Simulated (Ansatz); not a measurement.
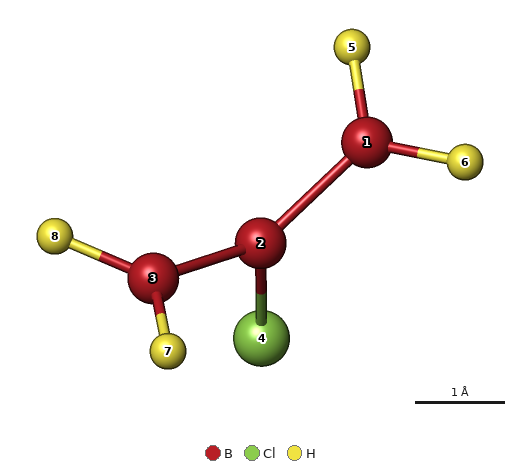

**Figure 1.** The structure as given in the input (ball-and-stick view, seen at a tilt; atoms are numbered from 1 in the order of the input). Bond lengths as drawn: B–B 1.66 Å, B–Cl 1.80 Å and B–H 1.22 Å.

# Nudged elastic band of B3H4Cl

System: B3H4Cl.
Method: RKS PBE/def2-SVP (Ansatz 0.2.0).

It belongs to a series of runs on one base structure; here: band between the two ends. Figures and captions count atoms from 1; the log counts them from 0 in places.

### Input file
```yaml
crystal:
  periodic: [false, false, false]
  atoms:
    - { symbol: B, position_ang: [-0.398981, 1.39537, -0.592105] }
    - { symbol: B, position_ang: [-0.187298, -0.20975, -0.208959] }
    - { symbol: B, position_ang: [0.690479, -1.064078, 0.91715] }
    - { symbol: Cl, position_ang: [-1.145425, -1.299425, -1.277243] }
    - { symbol: H, position_ang: [-1.294418, 2.057351, -0.095596] }
    - { symbol: H, position_ang: [0.302105, 1.951479, -1.420214] }
    - { symbol: H, position_ang: [1.815258, -1.46818, 0.676141] }
    - { symbol: H, position_ang: [0.21828, -1.362777, 2.000816] }
basis:
  gaussian: { orbitals: def2-SVP }
hamiltonian:
  xc: pbe
neb:
  order_check: false
  images: 7
  f_tol: 0.05
  max_iterations: 60
  optimiser: lbfgs
  climbing: immediate
  final_atoms:
    - { symbol: B, position_ang: [-0.39861188, 1.39304508, -0.59114675] }
    - { symbol: B, position_ang: [-0.18702194, -0.21268925, -0.20785733] }
    - { symbol: B, position_ang: [0.69178879, -1.06554483, 0.91892233] }
    - { symbol: Cl, position_ang: [-1.15083997, -1.28778059, -1.28468898] }
    - { symbol: H, position_ang: [-1.29644695, 2.05319498, -0.09669232] }
    - { symbol: H, position_ang: [0.30174122, 1.94746789, -1.42090599] }
    - { symbol: H, position_ang: [0.22124637, -1.36220004, 2.00380887] }
    - { symbol: H, position_ang: [1.81814437, -1.46550324, 0.67855017] }
  initial_path:
    images:
      - { positions_ang: [[-0.398981, 1.39537, -0.592105], [-0.187298, -0.20975, -0.208959], [0.690479, -1.064078, 0.91715], [-1.145425, -1.299425, -1.277243], [-1.294418, 2.057351, -0.095596], [0.302105, 1.951479, -1.420214], [1.815258, -1.46818, 0.676141], [0.21828, -1.362777, 2.000816]] }
      - { positions_ang: [[-0.36689637, 1.35923641, -0.59704171], [-0.24272111, -0.24520973, -0.22960416], [0.67582013, -1.03388736, 0.8954337], [-1.2547425, -1.31446384, -1.22817029], [-1.17987652, 2.05790974, -0.0672782], [0.34135826, 1.8805965, -1.42220149], [1.71358189, -1.16687254, 0.85306694], [0.31347622, -1.53731918, 1.79578521]] }
      - { positions_ang: [[-0.33481173, 1.32310281, -0.60197843], [-0.29814421, -0.28066945, -0.25024931], [0.66116125, -1.00369671, 0.87371739], [-1.36405999, -1.32950269, -1.17909759], [-1.06533505, 2.05846848, -0.0389604], [0.38061152, 1.809714, -1.42418897], [1.61190578, -0.86556507, 1.02999288], [0.40867244, -1.71186137, 1.59075442]] }
      - { positions_ang: [[-0.3027271, 1.28696922, -0.60691514], [-0.35356732, -0.31612918, -0.27089447], [0.64650238, -0.97350607, 0.85200109], [-1.47337749, -1.34454153, -1.13002488], [-0.95079357, 2.05902722, -0.01064259], [0.41986478, 1.7388315, -1.42617646], [1.51022968, -0.56425761, 1.20691882], [0.50386866, -1.88640355, 1.38572363]] }
      - { positions_ang: [[-0.27064247, 1.25083563, -0.61185185], [-0.40899043, -0.35158891, -0.29153963], [0.6318435, -0.94331543, 0.83028478], [-1.58269498, -1.35958037, -1.08095218], [-0.8362521, 2.05958596, 0.01767521], [0.45911803, 1.667949, -1.42816394], [1.40855357, -0.26295014, 1.38384476], [0.59906488, -2.06094574, 1.18069285]] }
      - { positions_ang: [[-0.30263482, 1.28638799, -0.60667558], [-0.35349831, -0.31686399, -0.27061905], [0.64682982, -0.97387278, 0.85244417], [-1.47473123, -1.34163043, -1.13188638], [-0.95130081, 2.05798821, -0.01091667], [0.41977383, 1.73782872, -1.42634945], [1.11172677, -0.53776262, 1.53883579], [0.90383475, -1.91208511, 1.05515718]] }
      - { positions_ang: [[-0.33462718, 1.32194035, -0.6014993], [-0.29800619, -0.28213908, -0.24969848], [0.66181614, -1.00443013, 0.87460356], [-1.36676747, -1.32368048, -1.18282058], [-1.06634953, 2.05639047, -0.03950856], [0.38042963, 1.80770844, -1.42453497], [0.81489997, -0.81257509, 1.69382682], [1.20860463, -1.76322449, 0.92962151]] }
      - { positions_ang: [[-0.36661953, 1.35749272, -0.59632302], [-0.24251407, -0.24741417, -0.22877791], [0.67680247, -1.03498748, 0.89676294], [-1.25880372, -1.30573053, -1.23375478], [-1.18139824, 2.05479273, -0.06810044], [0.34108542, 1.87758816, -1.42272048], [0.51807317, -1.08738757, 1.84881784], [1.5133745, -1.61436386, 0.80408584]] }
      - { positions_ang: [[-0.39861188, 1.39304508, -0.59114675], [-0.18702194, -0.21268925, -0.20785733], [0.69178879, -1.06554483, 0.91892233], [-1.15083997, -1.28778059, -1.28468898], [-1.29644695, 2.05319498, -0.09669232], [0.30174122, 1.94746789, -1.42090599], [0.22124637, -1.36220004, 2.00380887], [1.81814437, -1.46550324, 0.67855017]] }
```

Command:
```bash
ansatz run input.yaml --threads 1 --pin off --max-ram 2048MiB --backend cpu --events-out ev --progress --plain --runs-dir out
```

### Log
```
Engine: ansatz 0.2.0, aarch64-unknown-linux-gnu
Functional definition: PBE
  parameter kappa = 0.804
  parameter beta = 0.06672455060314922
  exchange = pbe_x(kappa = kappa, mu = beta*pi^2/3)
  correlation = pbe_c(beta = beta)
889 factors; their error is unknown
mean field evaluation 1: about -14596.2206 eV, gradient 3.4e1 eV
mean field evaluation 2: about -14592.3541 eV, gradient 4.9e1 eV
mean field evaluation 4: about -14600.8325 eV, gradient 2.6e0 eV
mean field evaluation 8: about -14600.8562 eV, gradient 1.2e-2 eV
mean field -14600.82296216 eV, -536.5703470660 hartree, gradient 4.6e-5 eV, S^2 0.000000; 0 other end points of the search recorded, 0 dependent functions left out
the calculation of the forces begins
reference -14600.82299779 eV, -536.5703483754 hartree; 18, 18 occupied and 62, 62 virtual orbitals, 889 factors
889 factors; their error is unknown
mean field evaluation 16: about -14596.2256 eV, gradient 3.4e1 eV
mean field -14600.82296295 eV, -536.5703470950 hartree, gradient 7.1e-5 eV, S^2 0.000000; 0 other end points of the search recorded, 0 dependent functions left out
[... from here on the field's lines of each further geometry are left out, up to the last ...]
NEB iter   1: max|band force component| = 2.016e1 eV/Å  barrier→ = 5.0350 eV  barrier← = 5.0350 eV  CI = image 6  Δτ_max = 0.2000 Å  (223 SCF iters)
NEB iter   2: max|band force component| = 5.409e0 eV/Å  barrier→ = 1.5554 eV  barrier← = 1.5554 eV  CI = image 6  Δτ_max = 0.0498 Å  (198 SCF iters)
NEB iter   3: max|band force component| = 3.176e0 eV/Å  barrier→ = 1.0365 eV  barrier← = 1.0365 eV  CI = image 6  Δτ_max = 0.1105 Å  (192 SCF iters)
NEB iter   4: max|band force component| = 1.250e0 eV/Å  barrier→ = 0.5412 eV  barrier← = 0.5412 eV  CI = image 5  Δτ_max = 0.0238 Å  (192 SCF iters)
NEB iter   5: max|band force component| = 9.678e-1 eV/Å  barrier→ = 0.4798 eV  barrier← = 0.4798 eV  CI = image 5  Δτ_max = 0.0863 Å  (190 SCF iters)
NEB iter   6: max|band force component| = 3.949e-1 eV/Å  barrier→ = 0.4008 eV  barrier← = 0.4008 eV  CI = image 4  Δτ_max = 0.0064 Å  (187 SCF iters)
NEB iter   7: max|band force component| = 3.547e-1 eV/Å  barrier→ = 0.3999 eV  barrier← = 0.3999 eV  CI = image 4  Δτ_max = 0.0310 Å  (190 SCF iters)
NEB iter   8: max|band force component| = 2.068e-1 eV/Å  barrier→ = 0.3979 eV  barrier← = 0.3979 eV  CI = image 4  Δτ_max = 0.0250 Å  (189 SCF iters)
NEB iter   9: max|band force component| = 3.265e-1 eV/Å  barrier→ = 0.3993 eV  barrier← = 0.3993 eV  CI = image 4  Δτ_max = 0.0049 Å  (188 SCF iters)
NEB iter  10: max|band force component| = 1.077e-1 eV/Å  barrier→ = 0.3966 eV  barrier← = 0.3966 eV  CI = image 4  Δτ_max = 0.0037 Å  (166 SCF iters)
NEB iter  11: max|band force component| = 9.848e-2 eV/Å  barrier→ = 0.3965 eV  barrier← = 0.3965 eV  CI = image 4  Δτ_max = 0.0078 Å  (156 SCF iters)
NEB iter  12: max|band force component| = 1.402e-1 eV/Å  barrier→ = 0.3967 eV  barrier← = 0.3967 eV  CI = image 4  Δτ_max = 0.0022 Å  (158 SCF iters)
NEB iter  13: max|band force component| = 1.015e-1 eV/Å  barrier→ = 0.3961 eV  barrier← = 0.3961 eV  CI = image 4  Δτ_max = 0.0048 Å  (152 SCF iters)
NEB iter  14: max|band force component| = 9.703e-2 eV/Å  barrier→ = 0.3962 eV  barrier← = 0.3962 eV  CI = image 4  Δτ_max = 0.0109 Å  (156 SCF iters)
NEB iter  15: max|band force component| = 1.780e-1 eV/Å  barrier→ = 0.3965 eV  barrier← = 0.3965 eV  CI = image 4  Δτ_max = 0.0027 Å  (174 SCF iters)
NEB iter  16: max|band force component| = 6.196e-2 eV/Å  barrier→ = 0.3958 eV  barrier← = 0.3958 eV  CI = image 4  Δτ_max = 0.0026 Å  (157 SCF iters)
NEB iter  17: max|band force component| = 6.200e-2 eV/Å  barrier→ = 0.3958 eV  barrier← = 0.3958 eV  CI = image 4  Δτ_max = 0.0009 Å  (156 SCF iters)
NEB iter  18: max|band force component| = 6.237e-2 eV/Å  barrier→ = 0.3957 eV  barrier← = 0.3957 eV  CI = image 4  Δτ_max = 0.0009 Å  (133 SCF iters)
NEB iter  19: max|band force component| = 6.295e-2 eV/Å  barrier→ = 0.3957 eV  barrier← = 0.3957 eV  CI = image 4  Δτ_max = 0.0009 Å  (129 SCF iters)
NEB iter  20: max|band force component| = 6.235e-2 eV/Å  barrier→ = 0.3957 eV  barrier← = 0.3957 eV  CI = image 4  Δτ_max = 0.1245 Å  (128 SCF iters)
NEB iter  21: max|band force component| = 1.699e0 eV/Å  barrier→ = 0.4135 eV  barrier← = 0.4135 eV  CI = image 4  Δτ_max = 0.0252 Å  (190 SCF iters)
NEB iter  22: max|band force component| = 3.747e-1 eV/Å  barrier→ = 0.3964 eV  barrier← = 0.3964 eV  CI = image 4  Δτ_max = 0.0098 Å  (192 SCF iters)
NEB iter  23: max|band force component| = 9.756e-2 eV/Å  barrier→ = 0.3958 eV  barrier← = 0.3958 eV  CI = image 4  Δτ_max = 0.0026 Å  (197 SCF iters)
NEB iter  24: max|band force component| = 7.519e-2 eV/Å  barrier→ = 0.3957 eV  barrier← = 0.3957 eV  CI = image 4  Δτ_max = 0.0093 Å  (150 SCF iters)
NEB iter  25: max|band force component| = 7.239e-2 eV/Å  barrier→ = 0.3955 eV  barrier← = 0.3955 eV  CI = image 4  Δτ_max = 0.0133 Å  (170 SCF iters)
NEB iter  26: max|band force component| = 1.135e-1 eV/Å  barrier→ = 0.3954 eV  barrier← = 0.3954 eV  CI = image 4  Δτ_max = 0.0020 Å  (186 SCF iters)
the calculation of the forces begins
reference -14600.77944108 eV, -536.5687476958 hartree; 18, 18 occupied and 62, 62 virtual orbitals, 889 factors
889 factors; their error is unknown
mean field -14600.42764164 eV, -536.5558193050 hartree, gradient 6.0e-5 eV, S^2 0.000000; 1 other end points of the search recorded, 0 dependent functions left out
the calculation of the forces begins
reference -14600.42767579 eV, -536.5558205600 hartree; 18, 18 occupied and 62, 62 virtual orbitals, 889 factors
NEB iter  27: max|band force component| = 4.394e-2 eV/Å  barrier→ = 0.3953 eV  barrier← = 0.3953 eV  CI = image 4  Δτ_max = 0.0000 Å  (322 SCF iters)
```

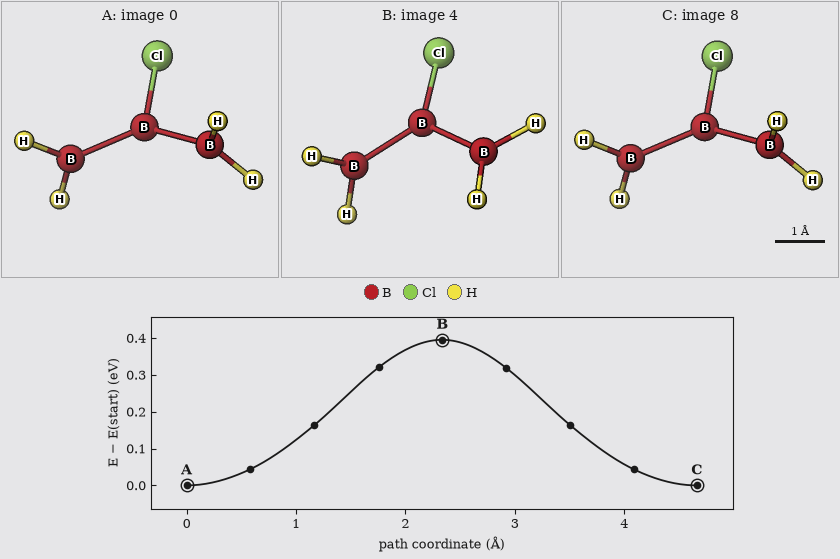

**Figure 2.** Images of the last band (counted from 0; ball-and-stick, seen at a tilt) above the energy along the path; the line is a cubic interpolation that uses the forces. The highest image is number 4, 0.395 eV above the start and 0.395 eV above the end (the climbing image); start and end have the same energy. The path is 4.66 Å long. The band converged in 27 iterations.

```
Total energy: -14600.42767579 eV, -536.5558205600 hartree
Atom 0 at    -0.300704     1.281195    -0.647932 Å, force    -0.000573     0.001080    -0.001187 eV/Å
Atom 1 at    -0.464612    -0.326410    -0.337316 Å, force     0.006929     0.008665     0.007719 eV/Å
Atom 2 at     0.641581    -0.952666     0.867245 Å, force     0.004121    -0.012240     0.005209 eV/Å
Atom 3 at    -1.612008    -1.451835    -1.071600 Å, force    -0.013813     0.001888    -0.014090 eV/Å
Atom 4 at    -0.855642     2.132777     0.032235 Å, force     0.000826    -0.003456    -0.001358 eV/Å
Atom 5 at     0.517670     1.710491    -1.448770 Å, force    -0.002197    -0.002955     0.000281 eV/Å
Atom 6 at     1.468299    -0.260063     1.435099 Å, force    -0.004496     0.002599    -0.002623 eV/Å
Atom 7 at     0.605417    -2.133498     1.171029 Å, force     0.009202     0.004419     0.006048 eV/Å
Dipole moment:     0.041068     0.029702     0.029321 e Å
this run last wrote the band of iteration 27 to [file]
```

### The last band as extended XYZ (Å, eV, eV/Å)
```
8
Properties=species:S:1:pos:R:3:forces:R:3 image=0 energy=-14600.82296
B    -0.3990    1.3954   -0.5921   -0.0010   0.0094  -0.0018
B    -0.1873   -0.2097   -0.2090   -0.0046  -0.0054  -0.0053
B     0.6905   -1.0641    0.9172    0.0049  -0.0048   0.0066
Cl   -1.1454   -1.2994   -1.2772    0.0032   0.0039   0.0037
H    -1.2944    2.0574   -0.0956   -0.0005  -0.0022   0.0002
H     0.3021    1.9515   -1.4202    0.0002  -0.0021  -0.0003
H     1.8153   -1.4682    0.6761   -0.0010   0.0006  -0.0016
H     0.2183   -1.3628    2.0008   -0.0013   0.0006  -0.0014
8
Properties=species:S:1:pos:R:3:forces:R:3 image=1 energy=-14600.77931
B    -0.4106    1.3457   -0.5473    0.0122   0.0251  -0.0247
B    -0.3067   -0.2870   -0.2445    0.0218   0.0145  -0.0025
B     0.6682   -1.0268    0.8892    0.0125  -0.0273   0.0200
Cl   -1.2389   -1.3477   -1.3436    0.0096  -0.0135  -0.0167
H    -1.1257    2.1648   -0.0023   -0.0466  -0.0336   0.0065
H     0.3396    1.7623   -1.4174    0.0007   0.0515   0.0078
H     1.8804   -1.0790    0.7745    0.0014  -0.0799  -0.0461
H     0.1937   -1.5323    1.8913   -0.0116   0.0634   0.0557
8
Properties=species:S:1:pos:R:3:forces:R:3 image=2 energy=-14600.65949
B    -0.4044    1.3169   -0.5346   -0.0087   0.0360   0.0038
B    -0.3889   -0.3221   -0.2864    0.0303   0.0129  -0.0064
B     0.6550   -0.9862    0.8624    0.0199  -0.0301   0.0080
Cl   -1.3269   -1.4177   -1.3280    0.0393  -0.0239  -0.0630
H    -0.9682    2.2101    0.0660   -0.0576  -0.0205   0.0223
H     0.3681    1.6648   -1.4206   -0.0106   0.0316   0.0142
H     1.8341   -0.6934    0.9501    0.0567  -0.1123  -0.1059
H     0.2312   -1.7724    1.6911   -0.0695   0.1063   0.1270
8
Properties=species:S:1:pos:R:3:forces:R:3 image=3 energy=-14600.50221
B    -0.3673    1.3008   -0.5735   -0.0176   0.0316   0.0216
B    -0.4415   -0.3275   -0.3215    0.0160   0.0131  -0.0129
B     0.6492   -0.9623    0.8566    0.0282  -0.0268   0.0176
Cl   -1.4552   -1.4620   -1.2266    0.0369  -0.0217  -0.0822
H    -0.8855    2.1936    0.0720   -0.0283   0.0014   0.0190
H     0.4349    1.6667   -1.4276   -0.0279  -0.0079   0.0230
H     1.6814   -0.4063    1.1873    0.0825  -0.0521  -0.1050
H     0.3840   -2.0031    1.4332   -0.0898   0.0624   0.1188
8
Properties=species:S:1:pos:R:3:forces:R:3 image=4 energy=-14600.42764
B    -0.3007    1.2812   -0.6479   -0.0006   0.0011  -0.0012
B    -0.4646   -0.3264   -0.3373    0.0069   0.0087   0.0077
B     0.6416   -0.9527    0.8672    0.0041  -0.0122   0.0052
Cl   -1.6120   -1.4518   -1.0716   -0.0138   0.0019  -0.0141
H    -0.8556    2.1328    0.0322    0.0008  -0.0035  -0.0014
H     0.5177    1.7105   -1.4488   -0.0022  -0.0030   0.0003
H     1.4683   -0.2601    1.4351   -0.0045   0.0026  -0.0026
H     0.6054   -2.1335    1.1710    0.0092   0.0044   0.0060
8
Properties=species:S:1:pos:R:3:forces:R:3 image=5 energy=-14600.50383
B    -0.2670    1.2753   -0.6805    0.0290   0.0173  -0.0249
B    -0.4075   -0.3354   -0.3537   -0.0060   0.0178   0.0195
B     0.6366   -0.9562    0.8736    0.0005  -0.0170   0.0180
Cl   -1.6025   -1.4299   -1.0679   -0.0785   0.0167   0.0430
H    -0.9708    2.0109    0.0059    0.0183  -0.0177  -0.0290
H     0.5396    1.8421   -1.3953    0.0137  -0.0154  -0.0214
H     1.1331   -0.2698    1.7489   -0.1107  -0.0066   0.0895
H     0.9385   -2.1370    0.8691    0.1338   0.0050  -0.0947
8
Properties=species:S:1:pos:R:3:forces:R:3 image=6 energy=-14600.65861
B    -0.2661    1.2927   -0.6714   -0.0031   0.0400  -0.0087
B    -0.3231   -0.3300   -0.3412   -0.0013   0.0165   0.0246
B     0.6407   -0.9820    0.8818    0.0029  -0.0317   0.0171
Cl   -1.5133   -1.3846   -1.1396   -0.0753  -0.0031   0.0398
H    -1.0955    1.9279   -0.0295    0.0188   0.0270  -0.0189
H     0.4975    1.9462   -1.3535    0.0295  -0.0341  -0.0518
H     0.7441   -0.4996    1.9947   -0.1322  -0.0664   0.0780
H     1.3158   -1.9705    0.6587    0.1608   0.0519  -0.0801
8
Properties=species:S:1:pos:R:3:forces:R:3 image=7 energy=-14600.77941
B    -0.3153    1.3343   -0.6333   -0.0204   0.0407   0.0069
B    -0.2409   -0.2941   -0.2993    0.0008   0.0313   0.0199
B     0.6636   -1.0262    0.8957   -0.0060  -0.0169   0.0283
Cl   -1.3519   -1.3327   -1.2418   -0.0273  -0.0147   0.0078
H    -1.2009    1.9428   -0.0498    0.0181   0.0454  -0.0135
H     0.4034    1.9853   -1.3687   -0.0003  -0.0523  -0.0281
H     0.4052   -0.9079    2.0813   -0.0565  -0.0709  -0.0069
H     1.6368   -1.7017    0.6158    0.0916   0.0374  -0.0145
8
Properties=species:S:1:pos:R:3:forces:R:3 image=8 energy=-14600.82296
B    -0.3986    1.3930   -0.5911   -0.0002  -0.0021   0.0008
B    -0.1870   -0.2127   -0.2079    0.0028   0.0045   0.0032
B     0.6918   -1.0655    0.9189   -0.0010   0.0008  -0.0017
Cl   -1.1508   -1.2878   -1.2847   -0.0017  -0.0025  -0.0022
H    -1.2964    2.0532   -0.0967    0.0001   0.0004  -0.0005
H     0.3017    1.9475   -1.4209   -0.0005   0.0005  -0.0004
H     0.2212   -1.3622    2.0038    0.0002  -0.0003   0.0001
H     1.8181   -1.4655    0.6785    0.0003  -0.0012   0.0006
```

### Summary

| quantity | value |
| --- | --- |
| outcome | converged |
| barrier, forward | 0.395 eV |
| barrier, backward | 0.395 eV |
| hardware | 1 thread of Arm Neoverse N1, 16 GiB of memory available, shared host |
| wall time | 9.5 min |
| peak memory | 0.15 GiB |

The order of the saddle point was not checked.
